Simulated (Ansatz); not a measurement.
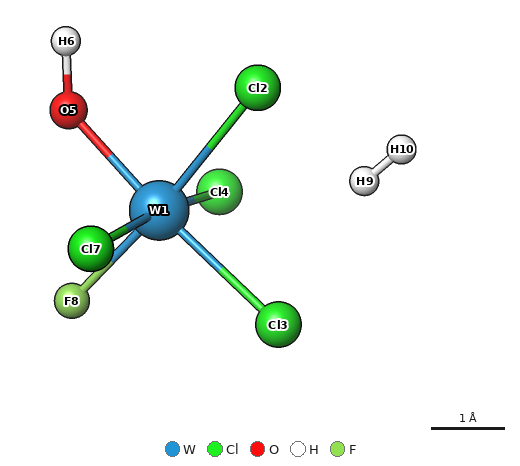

Starting structure of WH₃OCl₄F. A ball-and-stick model, seen at a tilt.

The run prepares an end point of a later path (reaction) calculation, from a guessed geometry.

The calculation used RKS PBE/def2-SVP in Ansatz 0.2.0.

Input
```yaml
crystal:
  periodic: [false, false, false]
  atoms:
    - { symbol: W, position_ang: [-0.086353, -0.134217, -0.09385] }
    - { symbol: Cl, position_ang: [0.018468, -0.064991, 2.274146] }
    - { symbol: Cl, position_ang: [2.228722, -0.173756, -0.195771] }
    - { symbol: Cl, position_ang: [-0.053197, 2.174158, -0.37593] }
    - { symbol: O, position_ang: [-1.951144, -0.125522, 0.150391] }
    - { symbol: H, position_ang: [-2.550281, -0.130229, 0.920946] }
    - { symbol: Cl, position_ang: [-0.042707, -2.465152, -0.109102] }
    - { symbol: F, position_ang: [-0.316189, -0.250277, -1.953593] }
    - { symbol: H, position_ang: [1.608585, 1.756583, 1.396882] }
    - { symbol: H, position_ang: [1.758496, 1.830502, 2.098782] }
basis:
  gaussian: { orbitals: def2-SVP }
hamiltonian:
  xc: pbe
relax:
  f_tol: 0.03
  max_steps: 50
```

Command:
```bash
ansatz run input.yaml --threads 4 --pin off --max-ram 5120MiB --backend cpu --events-out ev --progress --plain --runs-dir out
```

What does the optimiser find from here?

The largest move after the best rigid fit is that of H9, 1.20 Å. Largest moves by element: H 1.20 Å, Cl 0.55 Å, W 0.34 Å, F 0.28 Å, O 0.13 Å. Near-neighbour distances that change, for instance: W1–H9 2.945 → 4.394 Å, H9–H10 0.722 → 0.769 Å, W1–Cl2 2.371 → 2.334 Å, W1–Cl4 2.326 → 2.335 Å. Among the angles between lasting bonds that change: W1–O5–H6 135.3° → 138.7°, Cl2–W1–F8 175.1° → 177.8°, Cl2–W1–Cl4 95.3° → 93.0°. The energy falls by 39.7 kJ/mol in 24 accepted moves (30 points after the start). The largest force component goes from 1.8 to 0.0063 eV/Å. The line search rejected the trial steps at points 7, 14, 15, 17, 19, 26 of the run. The forces were under the threshold at step 13, but the run went on from there.

The structure at the end:

```xyz
10

W    -0.1859   -0.4164   -0.2583
Cl    0.1060   -0.4360    2.0574
Cl    2.1081   -0.6307   -0.4858
Cl    0.0717    1.9004   -0.3933
O    -2.0173   -0.2231    0.0979
H    -2.6064   -0.1099    0.8675
Cl   -0.3802   -2.7333   -0.3704
F    -0.4939   -0.3963   -2.1133
H     1.8249    2.7596    2.0178
H     2.1873    2.7028    2.6934
```

After the run, drawn alike:

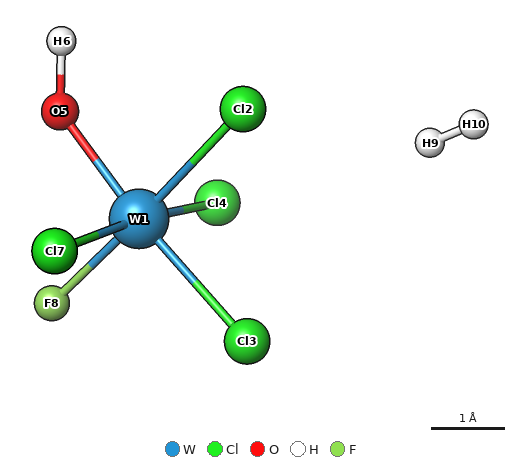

Limits of the set-up: the start holds two separate molecules, 2.5 Å apart at their closest, whose relative position is a soft coordinate and is computed without a dispersion correction.
